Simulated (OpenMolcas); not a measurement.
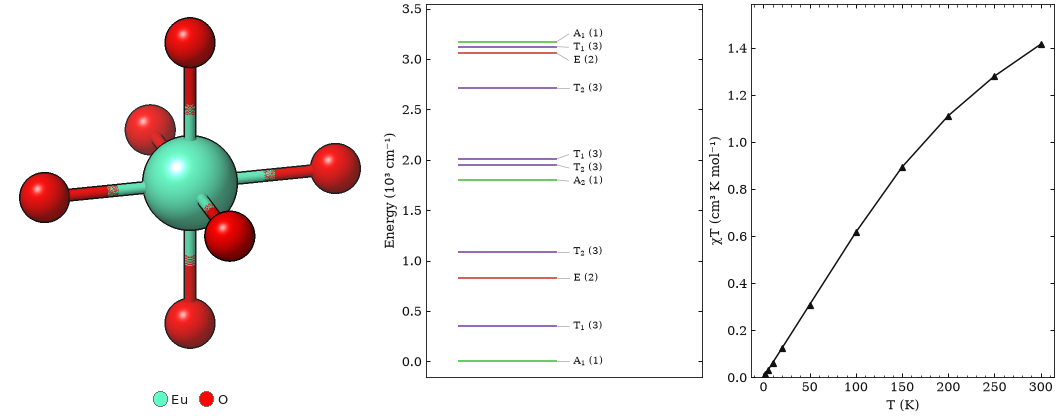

Eu³⁺ (4f⁶) as a dopant in CaO, a cluster with its 6 nearest O²⁻ at 2.303 Å (octahedron) embedded in model potentials and point charges; the geometry was set, not optimised, and its levels and susceptibility. Labels give the representation in O, Td, D4 or D3 as the site allows (double group for half-integer spin) where it could be assigned and, in brackets, the degeneracy; spin-free states, where drawn, share the zero of the spin-orbit levels. Computed with OpenMolcas: state-averaged CASSCF, active space 6 electrons in the shell 4f, basis ANO-RCC-VDZP on all atoms, DKH2 scalar Hamiltonian, spin-orbit coupling by RASSI with atomic mean-field integrals. Powder susceptibility by Van Vleck's formula.

### Describe the ground state and the low levels.

The ground level is A₁, non-degenerate, 95 % from states of spin multiplicity 7. The next level lies at 350 cm⁻¹ (T₁). χT is 0.0124 cm³ K mol⁻¹ at 2 K and 1.42 at 300 K, an effective moment of 3.37 μB. The active orbitals hold 99 to 100 % metal character (Löwdin), and the Mulliken charge of the metal is +2.77.

Caveat: high states of lower spin left out of the spin-orbit mixing; the geometry is set by hand, with no relaxation and no charge compensation; spin-free states above about 46,000 cm⁻¹ are left out of the spin-orbit step.
